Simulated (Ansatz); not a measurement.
# ρ(T) of Re (P6_3/mmc) in two numbers

Can the computed ρ(T) of Re (P6_3/mmc) be held by the Bloch–Grüneisen form, and does the fit predict a row it has not seen?

The resistivities were computed with Ansatz 0.2.0 (DFT PBE, scalar-relativistic, plane waves, PAW; PAW set soft_1) from the linearised Boltzmann equation with harmonic phonons, on q 6×6×3, k 24×24×12, scattering 36×36×16; the fit below is done by hand on them.

**Measured values to reproduce.**

“CRC Handbook of Chemistry and Physics, 84th edition, Electrical Resistivity of Pure Metals” (2003, CRC Press, section 12, read from Wikipedia's data page) quotes from earlier work for Re (bulk crystal): resistivity at 273 K 17.2 μΩ cm.

## 1. The data

It takes space group P6_3/mmc (No. 194, hexagonal). The conventional cell has a = 2.773 Å, b = 2.773 Å, c = 4.489 Å, α = 90.00°, β = 90.00°, γ = 120.00°. Around Re on site c lie 12 Re at 2.76 to 2.77 Å.

This is the relaxed cell of the run, from steps not shown here.

The mean resistivity of the three axes from 50 to 800 K, with one row held back; the colder rows stay outside the fit and test it at the end:

```tsv
T (K)	ρ (μΩ cm)
50	0.7448
80	2.343
100	3.507
150	6.329
200	9.019
273	12.85
300	14.26
400	19.48
500	?
600	30.06
800	40.75
```

No spin–orbit coupling, which matters for Re.

## 2. Model and fit

Bloch and Grüneisen's form is ρ(T) = A (T/Θ)⁵ J₅(Θ/T), with J₅(z) the integral of x⁵/((eˣ − 1)(1 − e⁻ˣ)) from 0 to z. It goes as T⁵ far below Θ and as A T/(4Θ) far above. For a trial Θ the best A is the geometric mean of ρ/[(T/Θ)⁵ J₅] over the rows, and the scatter of that ratio measures the fit:

```tsv
Θ (K)	A (μΩ cm)	scatter (%)
156	26.81	21.5
208	38.30	11.5
234	44.82	6.0
260	51.96	1.1
286	59.78	6.0
324	72.60	15.0
390	99.37	31.0
```

The scatter is least at Θ = 260 K, with A = 51.96 μΩ cm (1.1 % r.m.s.).

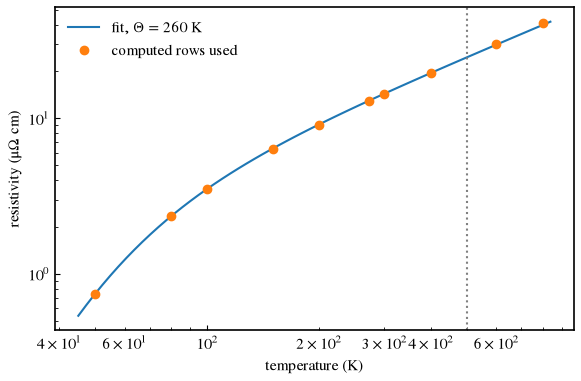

The fit through the rows used; the dotted line marks the temperature held back.

## 3. Prediction and check

At T = 500 K, Θ/T = 0.520, J₅ = 0.01801 and (T/Θ)⁵ = 26.30, so the fit gives 24.61 μΩ cm. The computed value is 24.75 μΩ cm: the fit is off by -0.56 %. Outside its range, at 20 K, it gives 0.0172 against 0.0166 μΩ cm computed, 1.04 times that; at that temperature the run's own test moves by 11 % between meshes in the component that moves most. Among the rows used, the largest miss is -2.5 %, at 800 K.

## 4. Reading Θ and A

Θ = 260 K is 1.55 times ħω_log/k_B (168 K) and 0.91 of the highest phonon frequency (285 K). The high-temperature slope of the fit, A/(4Θ), is 0.0500 μΩ cm/K. The same slope from the run's transport coupling and plasma energy, 2π k_B λ_tr/(ħ ε₀ ω_p²) with λ_tr = 0.650, 0.650, 0.747 (xx, yy, zz) and ħω_p = 6.89, 6.89, 8.6 (xx, yy, zz) eV, is 0.0503 μΩ cm/K in the mean of the axes, +0.7 % from it. For comparison, the computed rows rise by 0.0534 μΩ cm/K between the two hottest.

## 5. Results

- Θ: 260 K
- A: 51.96 μΩ cm
- scatter of the fit: 1.1 %
- held-back row at 500 K, fit against computed: 24.61 against 24.75 μΩ cm

**Reading.** Two numbers, Θ = 260 K and A = 52.0 μΩ cm, hold the computed ρ(T) from 50 to 800 K within 1.06 % r.m.s. and predict the held-back row within 0.56 %. The mean hides an anisotropy: at 300 K the components are 15.8, 15.8, 11.2 (xx, yy, zz) μΩ cm. Spin–orbit coupling is left out. The fit describes the calculation: impurities, thermal expansion, changes of phase and anharmonicity are in neither.

Comparison with the measured values:

| quantity | measured | q 6×6×3, fine 36×36×16 |
| --- | --- | --- |
| resistivity at 273 K (computed: phonon part alone; the measured value holds the sample's residual resistivity) (μΩ cm) | 17.2 | 12.85 (-25.3 %) |

Measured values from CRC Press, section 12, read from Wikipedia's data page (2003).

Verdict: The resistivity at 273 K is off by -25.3 %: a clear miss.

[Logs are printed without paths, hosts, clocks, repeated set-up lines and the standing remarks that a program may print on its own settings, such as how far it seeks lower states.]

[Hosts, paths, dates, database ids (printed as entryN), source tags and the programs' standing remarks are cut or masked in the printed files.]
